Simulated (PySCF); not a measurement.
Vertical excitations of a molecule C4H6OSe from TDDFT-PBE/def2-SVPD (PySCF 2.14.0), as energy in eV (oscillator strength): 4.00 (0.001), 4.70 (0.039), 4.82 (0.008), 5.19 (0.007), 5.66 (0.040), 5.82 (0.006), 5.99 (0.053), 6.10 (0.045), 6.23 (0.000), 6.28 (0.081). Lowest triplet (TDA): 3.79 eV. The structure is a stationary point at PBE0-D3(BJ)/def2-SVP. Other conformers were not sampled.

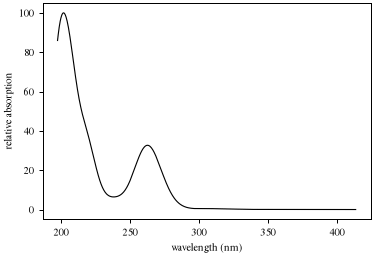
Fig. 1. The lines broadened by 0.4 eV.

**Question.** Which structure fits?
A. C1=C[Se]CCO1
B. O=C[C@H]1CC[Se]1
C. C/C=C/[Se]C=O
D. C=C1CO[C@H]1[SeH]

**Answer.** D, C=C1CO[C@H]1[SeH]
